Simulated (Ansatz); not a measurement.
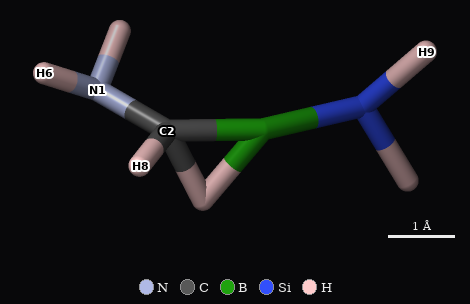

The structure (stick view, seen at a tilt; atoms are numbered from 1 in the order of the input). Bond lengths as drawn: B–C 1.48 Å, B–H 1.45 Å, B–Si 1.78 Å, C–H 1.11 to 1.34 Å, C–N 1.46 Å, H–N 1.06 Å and H–Si 1.46 Å.

## Phonon calculation, with input and output: CH6BNSi

System: CH6BNSi.
Method: UKS PBE-D4/STO-3G (Ansatz 0.2.0).

It belongs to a series of runs on one base structure; here: vibrations at the highest image of the band. Figures and captions count atoms from 1; the log counts them from 0 in places.

### Input file
```yaml
crystal:
  periodic: [false, false, false]
  atoms:
    - { symbol: "N", position_ang: [-1.546808, -0.597159, -1.065497] }
    - { symbol: C, position_ang: [-0.687143, -0.768979, 0.105255] }
    - { symbol: B, position_ang: [0.463577, 0.067172, 0.512838] }
    - { symbol: Si, position_ang: [1.682556, 1.368364, 0.431619] }
    - { symbol: H, position_ang: [-1.650395, 0.432182, -1.288237] }
    - { symbol: H, position_ang: [-2.511801, -0.976955, -0.856238] }
    - { symbol: H, position_ang: [0.547412, -1.173929, -0.230885] }
    - { symbol: H, position_ang: [-1.00824, -1.660055, 0.693307] }
    - { symbol: H, position_ang: [1.648617, 2.344575, 1.514936] }
    - { symbol: H, position_ang: [3.062247, 0.964793, 0.182904] }
magnetization:
  spin_polarized: true
basis:
  gaussian: { orbitals: STO-3G }
hamiltonian:
  xc: pbe
  dispersion: d4
phonons: {}
```

Machine: 1 thread of Arm Neoverse V1, 24 GiB of memory available, shared host.

Launched with:
```bash
ansatz run input.yaml --threads 1 --pin off --max-ram 2048MiB --backend cpu --events-out ev --progress --plain --runs-dir out
```

### The program's output
```
Engine: ansatz 0.2.0, aarch64-unknown-linux-gnu
Functional definition: PBE
  parameter kappa = 0.804
  parameter beta = 0.06672455060314922
  exchange = pbe_x(kappa = kappa, mu = beta*pi^2/3)
  correlation = pbe_c(beta = beta)
424 factors; integrals over basis functions are off by at most 1.4e-5 eV
mean field evaluation 1: about -11031.3145 eV, gradient 1.5e1 eV
mean field evaluation 2: about -11026.3715 eV, gradient 2.6e1 eV
mean field evaluation 4: about -11032.7451 eV, gradient 2.2e0 eV
mean field evaluation 8: about -11032.6878 eV, gradient 5.1e-2 eV
mean field evaluation 16: about -11031.5501 eV, gradient 4.0e0 eV
mean field -11032.68779827 eV, -405.4437983620 hartree, gradient 2.5e-5 eV, S^2 0.000000; 1 other end points of the search recorded, 0 dependent functions left out
the calculation of the forces begins
reference -11032.68782172 eV, -405.4437992237 hartree; 19, 19 occupied and 11, 11 virtual orbitals, 424 factors
these checks for a lower state are left out or cut short: stability, starts, cluster_reference, orbital_swaps, neighbouring_geometries, increment
424 factors; integrals over basis functions are off by at most 1.4e-5 eV
mean field -11032.68759626 eV, -405.4437909383 hartree, gradient 1.7e-6 eV, S^2 0.000000; 0 other end points of the search recorded, 0 dependent functions left out
[... from here on the field's lines of each further geometry are left out, up to the last ...]
the calculation of the forces begins
reference -11032.68781693 eV, -405.4437990478 hartree; 19, 19 occupied and 11, 11 virtual orbitals, 424 factors
these checks for a lower state are left out or cut short: stability, starts, cluster_reference, orbital_swaps, neighbouring_geometries, increment
424 factors; integrals over basis functions are off by at most 1.4e-5 eV
mean field -11032.68779036 eV, -405.4437980714 hartree, gradient 1.3e-6 eV, S^2 0.000000; 0 other end points of the search recorded, 0 dependent functions left out
the calculation of the forces begins
reference -11032.68781381 eV, -405.4437989331 hartree; 19, 19 occupied and 11, 11 virtual orbitals, 424 factors
WARN: phonons: modes at or below zero, which the zero-point energy, F, S and C_V leave out: 1, the lowest at -879.79 cm⁻¹. A minimum has none, and a first-order saddle one
Total energy: -11032.87243335 eV, -405.4505835762 hartree
Atom 0 at    -1.546808    -0.597159    -1.065497 Å, force     0.006678    -0.000214    -0.007809 eV/Å
Atom 1 at    -0.687143    -0.768979     0.105255 Å, force    -0.008630     0.008186     0.003796 eV/Å
Atom 2 at     0.463577     0.067172     0.512838 Å, force     0.023373    -0.022609    -0.021805 eV/Å
Atom 3 at     1.682556     1.368364     0.431619 Å, force    -0.002793     0.003191     0.002680 eV/Å
Atom 4 at    -1.650395     0.432182    -1.288237 Å, force    -0.003991     0.003490     0.007638 eV/Å
Atom 5 at    -2.511801    -0.976955    -0.856238 Å, force    -0.004718    -0.004590    -0.002087 eV/Å
Atom 6 at     0.547412    -1.173929    -0.230885 Å, force    -0.003993     0.001157     0.006539 eV/Å
Atom 7 at    -1.008240    -1.660055     0.693307 Å, force    -0.002175     0.007754     0.007120 eV/Å
Atom 8 at     1.648617     2.344575     1.514936 Å, force    -0.007635     0.001348     0.003127 eV/Å
Atom 9 at     3.062247     0.964793     0.182904 Å, force     0.003885     0.002288     0.000800 eV/Å
Dipole moment:    -0.480488    -0.149955    -0.103988 e Å
Vibrations: -879.79 125.56 233.90 329.36 388.70 482.48 512.01 664.16 665.52 684.02 849.23 1062.62 1143.69 1214.97 1347.31 1423.23 1583.69 1757.39 2140.96 2554.21 2602.48 3279.90 3477.94 3681.57 cm⁻¹, zero-point energy 1.996450 eV
```

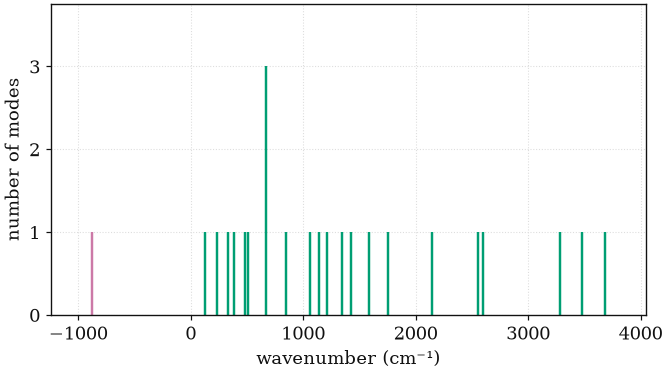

Harmonic vibrational wavenumbers from the force constants; neighbouring modes closer than 21 cm⁻¹ are counted in one stick, and imaginary ones are drawn at negative wavenumbers. 24 modes from 880i to 3682 cm⁻¹, 1 imaginary beyond 8i (880i cm⁻¹): a first-order saddle point, if the geometry is stationary.

### Key numbers

| quantity | value |
| --- | --- |
| outcome | converged |
| total energy | −11032.8724 eV |
| mean-field energy | −11032.6878 eV |
| largest force (length of the vector) | 0.039 eV/Å |
| wall time | 85 s |
| peak memory | 0.11 GiB |
